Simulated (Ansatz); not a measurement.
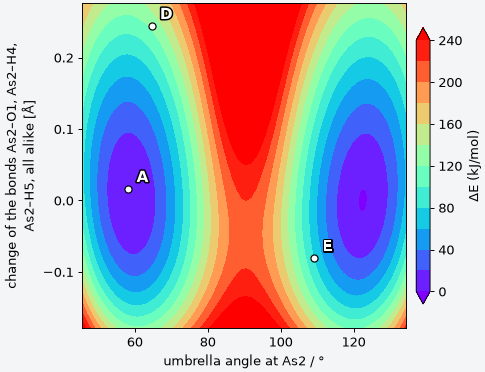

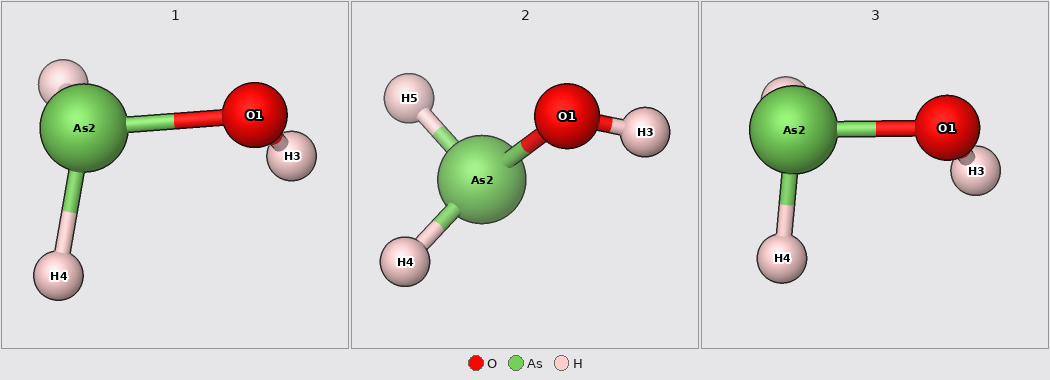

AsH₃O, SMILES O[AsH2]. First axis: umbrella angle at As2 (between each of its bonds and their common axis; 90 is planar). Second axis: change of the bonds As2–O1, As2–H4, As2–H5, all alike. Nothing is relaxed (all other coordinates rigid). The grid has 15 × 15 points. Points are written as (first, second). Energies are in kJ/mol, from the lowest grid point. These are results of Ansatz, RKS SPW92 (LDA)/def2-TZVP, not measurements.

The picture shows filled contours, one colour for all values above the top of the scale, lettered points. Between grid points the surface is interpolated. The numbered pictures are the structures at these points, in random order.

Which structure belongs to which point?

A is structure 3: (58.2°, 0.016 Å), 0.9 kJ/mol; D is structure 1: (64.6°, 0.244 Å), 124 kJ/mol; E is structure 2: (109.1°, −0.081 Å), 79 kJ/mol.
